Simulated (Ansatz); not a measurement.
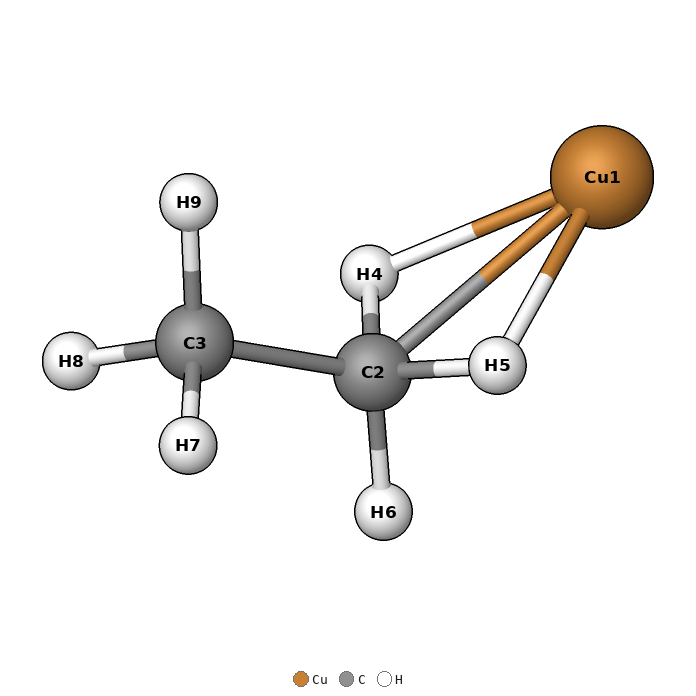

Charge +1, singlet. Harmonic vibrations computed with RKS PBE0-D4/def2-TZVP (Ansatz 0.2.0) at a stationary point of the same level.

Minimum or transition state?

A minimum: no imaginary frequency, and the lowest mode lies at 74 cm⁻¹.

How many vibrational modes are there, and where do they lie?

21 modes: 74, 192, 291, 439, 772, 910, 1015, 1151, 1251, 1322, 1421, 1469, 1488, 1489, 1558, 2710, 2773, 3078, 3130, 3164, 3165 cm⁻¹.
